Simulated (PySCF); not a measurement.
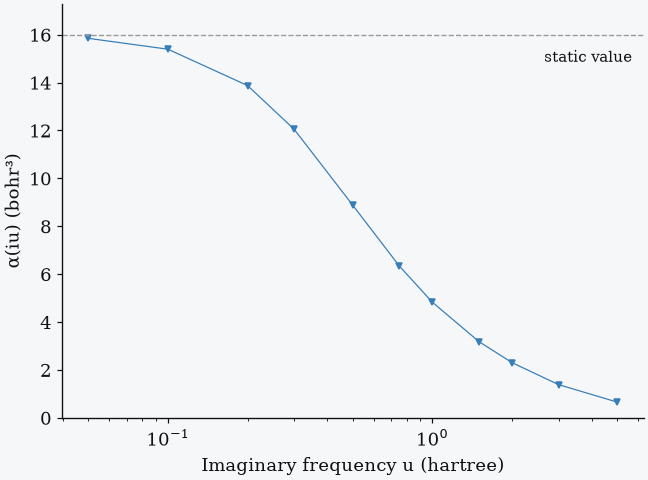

Dipole polarisability at imaginary frequency of Bi²⁺ ([Xe] 4f¹⁴ 5d¹⁰ 6s² 6p). Coupled response at the PBE0 level; PySCF, x2c-TZVPPall plus 1 diffuse shell for each l, spin-free X2C-1e, unrestricted single determinants, no spin-orbit coupling.

Give the static polarisability, its fall-off and C₆.

The static dipole polarisability is 16.0 bohr³; α(iu) falls to half of it near u = 0.57 hartree. The Casimir–Polder integral gives C₆ = 119 hartree bohr⁶ for two such species.
